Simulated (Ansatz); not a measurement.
# CH7NO3Ti: the cost of one run

Program: Ansatz 0.2.0, Gaussian basis. Level of theory: the settings change from run to run. These are calculated values, not measurements.

## Step 1: The relaxed structure

The structure was relaxed beforehand with PBE0-D4 in a triple-zeta def2 set.

13 atoms, charge 0, spin multiplicity 1.

Atoms are counted from 1 here; the program's logs count them from 0.

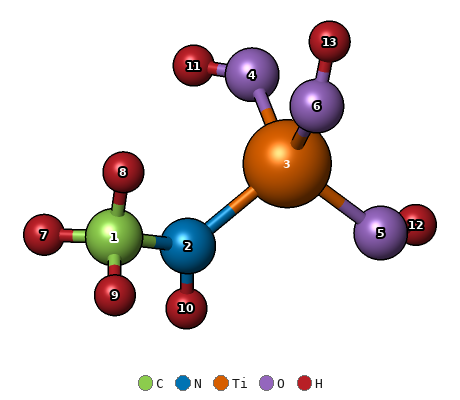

The geometry (carbon green, nitrogen blue, titanium orange, oxygen purple, hydrogen red); atoms are numbered from 1 in the order of the file.

Coordinates:

| atom | x (Å) | y (Å) | z (Å) |
| --- | --- | --- | --- |
| C1 | 1.25849 | -1.55083 | 0.33599 |
| N2 | 0.72893 | -0.51589 | -0.52075 |
| Ti3 | -0.49363 | 0.83730 | -0.09774 |
| O4 | -2.19289 | 0.25629 | -0.32049 |
| O5 | -0.18703 | 2.19928 | -1.24701 |
| O6 | -0.25803 | 1.25158 | 1.64959 |
| H7 | 1.00958 | -2.55613 | -0.02678 |
| H8 | 0.84078 | -1.44953 | 1.33984 |
| H9 | 2.34881 | -1.48670 | 0.43034 |
| H10 | 1.16152 | -0.50281 | -1.43592 |
| H11 | -2.52480 | -0.58999 | -0.61945 |
| H12 | -0.78017 | 2.67801 | -1.82566 |
| H13 | -0.89107 | 1.39462 | 2.35283 |

## Step 2: MP2/6-31G

Options: charge -1, multiplicity 2, correlated electrons set to all.

in.yaml reads:

```yaml
crystal:
  periodic: [false, false, false]
  atoms:
    - {symbol: C, position_ang: [1.258492, -1.550834, 0.335995]}
    - {symbol: N, position_ang: [0.728934, -0.515885, -0.520750]}
    - {symbol: Ti, position_ang: [-0.493627, 0.837304, -0.097745]}
    - {symbol: O, position_ang: [-2.192887, 0.256294, -0.320494]}
    - {symbol: O, position_ang: [-0.187032, 2.199276, -1.247011]}
    - {symbol: O, position_ang: [-0.258028, 1.251578, 1.649593]}
    - {symbol: H, position_ang: [1.009584, -2.556133, -0.026775]}
    - {symbol: H, position_ang: [0.840775, -1.449531, 1.339841]}
    - {symbol: H, position_ang: [2.348809, -1.486701, 0.430341]}
    - {symbol: H, position_ang: [1.161519, -0.502809, -1.435918]}
    - {symbol: H, position_ang: [-2.524801, -0.589990, -0.619454]}
    - {symbol: H, position_ang: [-0.780169, 2.678011, -1.825656]}
    - {symbol: H, position_ang: [-0.891070, 1.394620, 2.352834]}
basis:
  gaussian: {orbitals: 6-31G}
total_charge: -1
magnetization: {spin_polarized: true, initial_magnetization: 1}
hamiltonian: {xc: {name: HF}}
correlation: {method: mp2, electrons: all}
```

The run is started by

```
$ ansatz run in.yaml --threads 4 --pin off --events-out ev --progress --plain --max-ram 11315MiB
```

What time and memory should one allow on 4 threads of AMD EPYC 9R45, shared host?

About 3.8 s, with a peak of 0.3 GiB.
